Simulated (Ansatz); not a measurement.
# CH6SSn (built from SMILES [CH3][SnH2][SH]): search for a transition state

Aim: find the saddle point of a 1,2-elimination that is to form C2–H4 and break Sn1–C2, S3–H4, prove it by its vibrations, and relax downhill on both sides to see what it joins.

Program: Ansatz 0.2.0, Gaussian basis. Level of theory: PBE0-D4, def2-SVP first, then def2-TZVP. These are calculated values, not measurements.

105 further runs of the same task are left out: 105 set aside as unsound or not needed.

### Step 1. Starting geometry

The guess: 9 atoms, charge 0, spin multiplicity 1.

Atoms are counted from 1 here; the program's logs count them from 0.

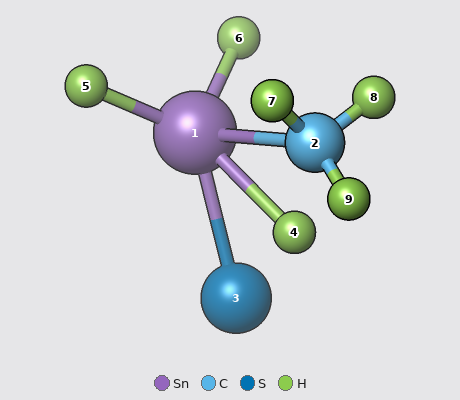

The starting geometry (colours as in the key); atoms are numbered from 1 in the order of the file.

As a file:

```xyz
9
charge 0, multiplicity 1
Sn    0.0147   -1.1681    0.6694
C    -0.0667    1.0581   -0.3361
S     0.5707   -1.7576   -1.5403
H     0.2726   -0.0931   -1.2161
H     1.1355   -1.0891    2.0397
H    -1.5799   -1.3655    1.4104
H     0.4634    1.5526    0.4757
H    -1.1225    1.3063   -0.2703
H     0.3123    1.5565   -1.2324
```

Distances that are to change: C2–H4 1.49 Å, Sn1–C2 2.44 Å, S3–H4 1.72 Å.

### Step 2. Relaxing the guess with the reacting distances held

hold/in.yaml reads:

```yaml
crystal:
  periodic: [false, false, false]
  atoms:
    - {symbol: Sn, position_ang: [0.014700, -1.168100, 0.669400]}
    - {symbol: C, position_ang: [-0.066700, 1.058100, -0.336100]}
    - {symbol: S, position_ang: [0.570700, -1.757600, -1.540300]}
    - {symbol: H, position_ang: [0.272600, -0.093100, -1.216100]}
    - {symbol: H, position_ang: [1.135500, -1.089100, 2.039700]}
    - {symbol: H, position_ang: [-1.579900, -1.365500, 1.410400]}
    - {symbol: H, position_ang: [0.463400, 1.552600, 0.475700]}
    - {symbol: H, position_ang: [-1.122500, 1.306300, -0.270300]}
    - {symbol: H, position_ang: [0.312300, 1.556500, -1.232400]}
basis:
  gaussian: {orbitals: def2-SVP}
hamiltonian: {xc: pbe0, dispersion: d4}
relax: {f_tol: 0.04, max_steps: 150, escape_saddle: false, constraints: [{distance: [1, 3]}, {distance: [0, 1]}, {distance: [2, 3]}]}
```

The run is started by

```console
> ansatz run in.yaml --threads 4 --pin off --events-out ev --progress --plain --max-ram 9574MiB
```

Further steps of the session: Force constants to start from; Saddle search in the small basis; Saddle search in triple zeta; Vibrations at the point found; Relaxing after a step of 0.30 Å one way along the mode; Relaxing after a step of 0.30 Å the other way along the mode.

What does the calculation give? Wanted: imaginary mode; barrier from the start side; barrier from the end side; energy of the step; pairs that change; zero-point energy at the saddle.

As calculated:

```
                       quantity                                      value
                 imaginary mode                                 1507i cm⁻¹
    barrier from the start side                              54.2 kcal/mol
      barrier from the end side                              34.4 kcal/mol
             energy of the step                             +19.8 kcal/mol
              pairs that change  C2–H4 formed, Sn1–C2 broken, S3–H4 broken
zero-point energy at the saddle                                   1.507 eV
```

What this shows: The point has a single imaginary mode (1507i cm⁻¹), as a transition state must. Going downhill both ways gives the intended start and end. At PBE0-D4/def2-TZVP the electronic barrier is 54.2 kcal/mol, about 92 kT at 298 K, and the step runs 19.8 kcal/mol uphill. The barrier is thin enough for tunnelling; the leading (Wigner) term alone is a factor of 3.2 at 298 K.
